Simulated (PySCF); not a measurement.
**C3H6, SMILES `C1CC1`: what the electrons do**

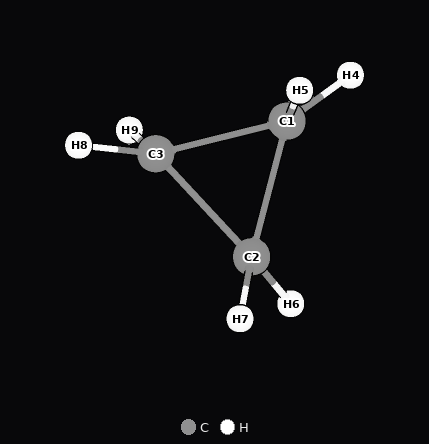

The molecule, with its atoms numbered as below. No frequency check shows the geometry to be a minimum.

Geometry (Å), atoms numbered from 1:

```
C1      -0.6445   -0.5755    0.0000
C2      -0.1761    0.8459   -0.0001
C3       0.8206   -0.2705    0.0001
H4      -1.0859   -0.9690   -0.9031
H5      -1.0859   -0.9692    0.9028
H6      -0.2963    1.4250   -0.9029
H7      -0.2969    1.4247    0.9030
H8       1.3824   -0.4554    0.9029
H9       1.3822   -0.4558   -0.9030
```

Part 1: Bonding charge

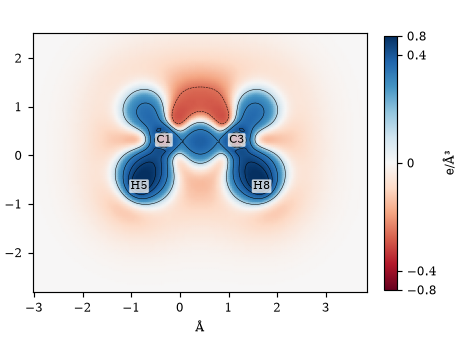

Deformation density (molecule less spherical, spin-averaged free atoms) in the plane of C1, C3, H5 and H8; colour scale in e/Å³, logarithmic beyond ±0.1; blue: gain, red: loss.

Method: B3LYP/def2-TZVP; geometry: GFN2-xTB; program: PySCF.

Q: How much density has each bond in this plane gained at its critical point, relative to the free atoms?

A: C1–H5 and C3–H8: +0.75 e/Å³ at the bond critical point (bond length 1.08 Å, Mayer order 1.0). C1–C3: +0.36 e/Å³ at the bond critical point (bond length 1.50 Å, Mayer order 0.9). In all, 1.9 electrons gather in the regions of gain relative to the promolecule.

Part 2: Bond critical points

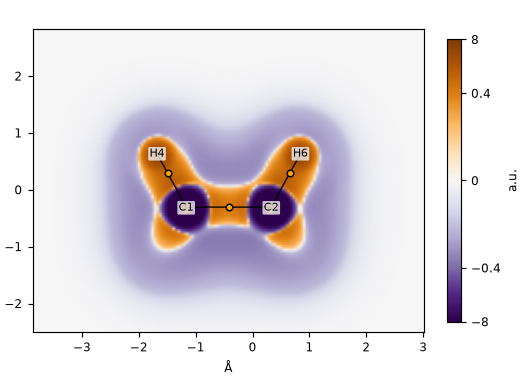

Negative Laplacian of the density (−∇²ρ) in the plane of C1, C2, H4 and H6 (orange positive, purple negative, colour scale in a.u., logarithmic beyond ±0.04), with bond paths and bond critical points (dots).

Q: At which bond critical points in this plane is charge locally concentrated, and at which depleted?

A: Concentrated (∇²ρ < 0): C2–H6 and C1–H4 (−1.01 a.u.); C1–C2 (−0.50 a.u.). At none is it depleted.

Q: Where along C2–H6 does the critical point lie?

A: 0.69 Å from C2 and 0.39 Å from H6.

Part 3: Local ionisation energy

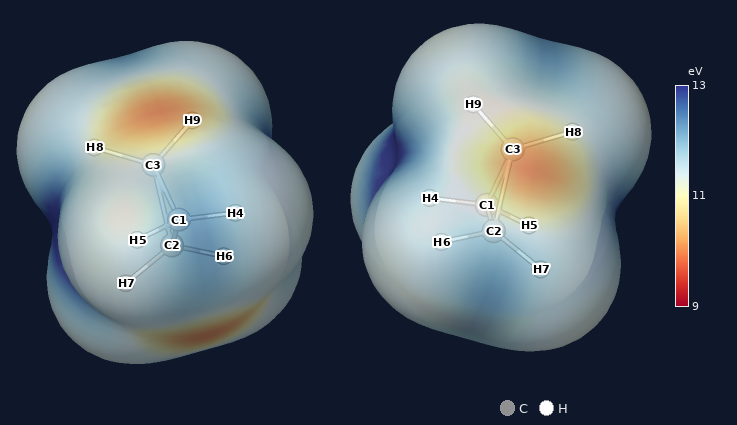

Average local ionisation energy on the surface of electron density 0.001 a.u. (back view left, front view right).

Q: Where are the most loosely bound electrons on this surface?

A: The lowest value is 10.0 eV, off the C1–C3 bond (2.1 Å from its atoms), and at like points elsewhere. Further minima include 11.3 eV, 1.4 Å from H7, and at like points elsewhere. For comparison, the highest occupied orbital lies at −8.2 eV.

Q: What volume does the surface enclose, and what is the dipole moment?

A: About 76 Å³; the dipole moment is 0.0 D.

Part 4: Stretching a bond

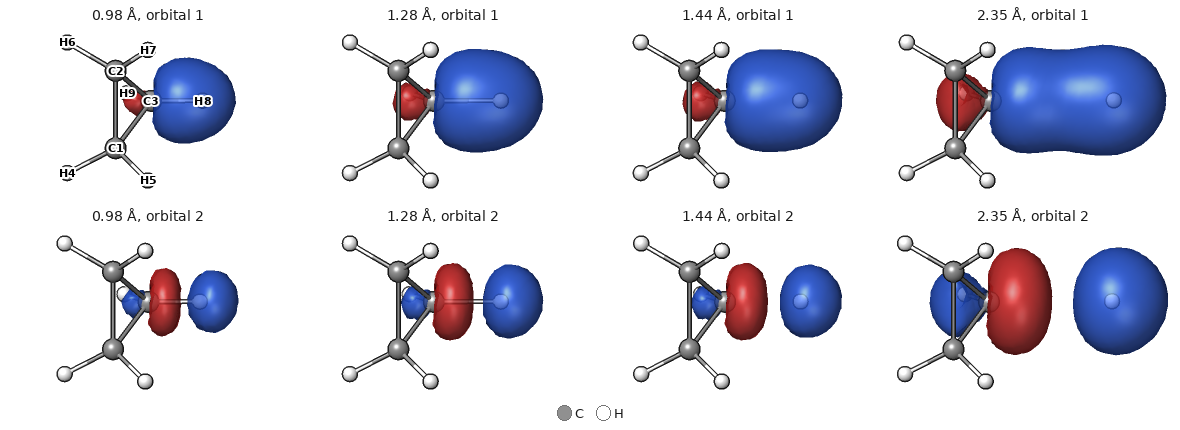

Rigid stretch of the C3–H8 bond. The two CASSCF(2,2) natural orbitals nearest half filling (orbital 1 the more occupied).

Level of theory: 6-31+G* basis (PySCF), at a geometry from GFN2-xTB.

Q: How do the occupations change along the stretch?

A: 0.98 Å: 1.99 and 0.01; 1.28 Å: 1.97 and 0.03; 1.44 Å: 1.95 and 0.05; 2.35 Å: 1.62 and 0.38. At the longest distance computed (3.00 Å) they are 1.30 and 0.70, and the effective number of unpaired electrons is 1.7.

Q: Where does the UHF solution part from RHF?

A: Between 1.44 Å (⟨S²⟩ = 0, the two coincide) and 1.66 Å (⟨S²⟩ = 0.02); at 3.00 Å ⟨S²⟩ is 0.99 and UHF lies 3.2 eV below RHF.

Q: How much energy does the stretch cost?

A: By CASSCF, 4.4 eV from the lowest point of the scan (1.07 Å) to 3.00 Å; RHF gives 7.3 eV from its own lowest point. The fragments aren't relaxed and dynamic correlation is missing, so this isn't a bond dissociation energy.
